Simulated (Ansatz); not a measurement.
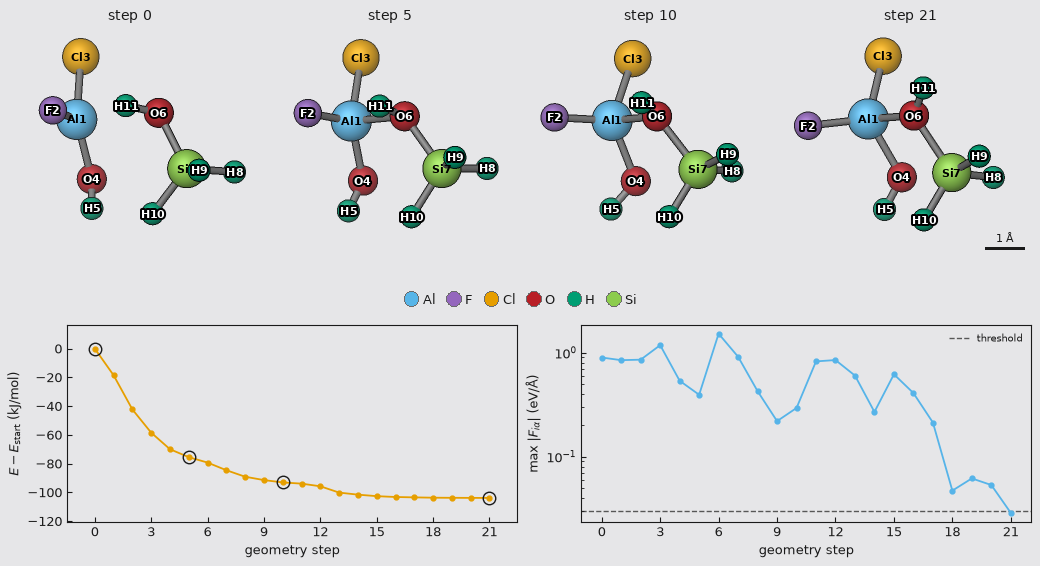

Frames of a relaxation of AlSiH₅O₂ClF, marked on the history of the run. Style: ball-and-stick. Shown from a free direction.

The run prepares an end point of a later path (reaction) calculation, from a guessed geometry.

Level of theory: RKS PBE0-D4/6-31G* (Ansatz 0.2.0). (no spin polarisation; force threshold 0.03 eV/Å; at most 50 steps)

**Describe the path.**

The energy falls by 103.8 kJ/mol in 21 geometry steps. The largest force component goes from 0.9 to 0.029 eV/Å. The largest move after the best rigid fit is that of O4, 1.13 Å. Largest moves by element: O 1.13 Å, F 0.90 Å, H 0.84 Å, Cl 0.79 Å, Al 0.60 Å, Si 0.59 Å. Near-neighbour distances that change, for instance: O4–Si7 3.918 → 2.206 Å, Al1–O6 2.963 → 1.871 Å, Al1–Si7 3.988 → 2.988 Å, O6–Si7 1.673 → 1.777 Å. New bonds form, among them: Al1–O6 (2.96 → 1.87 Å). Among the angles between lasting bonds that change: O6–Si7–H9 111.3° → 93.4°, O6–Si7–H8 105.8° → 116.5°, H8–Si7–H10 109.5° → 118.3°. Groups turn about O6–Si7 by about 70°, Al1–O4 by about 45°. Cost: 47 s on 4 threads of Arm Neoverse V2, on a shared host, peak memory 0.27 GiB. From step 0 to 5: Cl3 moves most (0.63 Å), energy −75.5 kJ/mol. From step 5 to 10: F2 moves most (0.57 Å), energy −17.6 kJ/mol. From step 10 to 21: H11 moves most (0.70 Å), energy −10.8 kJ/mol.

```tsv
step	E − E(0), kJ/mol	largest force component, eV/Å
0	0.00	0.8990
1	-18.51	0.8481
2	-42.29	0.8575
3	-58.44	1.1825
4	-69.95	0.5374
5	-75.48	0.3942
6	-79.25	1.5239
7	-84.56	0.9147
8	-89.09	0.4270
9	-91.41	0.2198
10	-93.05	0.2941
11	-93.88	0.8255
12	-95.73	0.8502
13	-100.11	0.6027
14	-101.54	0.2697
15	-102.59	0.6205
16	-103.18	0.4095
17	-103.43	0.2132
18	-103.66	0.0472
19	-103.74	0.0618
20	-103.79	0.0534
21	-103.83	0.0288
```
